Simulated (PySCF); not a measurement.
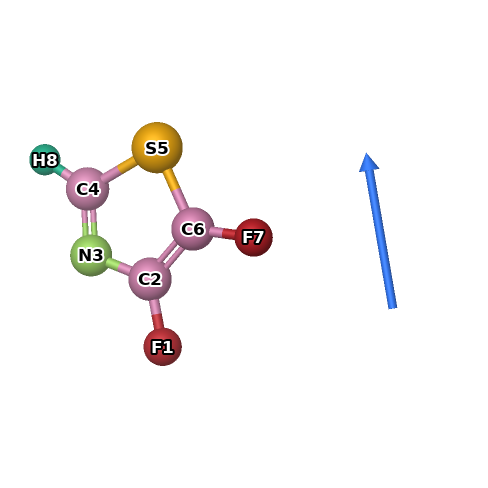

The arrow beside the molecule shows the direction of the dipole moment, from the negative to the positive end (its length means nothing). The computed structure is the end point of a GFN2-xTB optimisation. No frequency run is at hand to confirm it as a minimum. Method: ωB97X-D/def2-SVPD, gas phase (PySCF 2.14.0).

How large is the dipole moment?

Answer. 2.70 D; it points from the side of F1 to the side of H8 (the outermost atoms at the two ends).
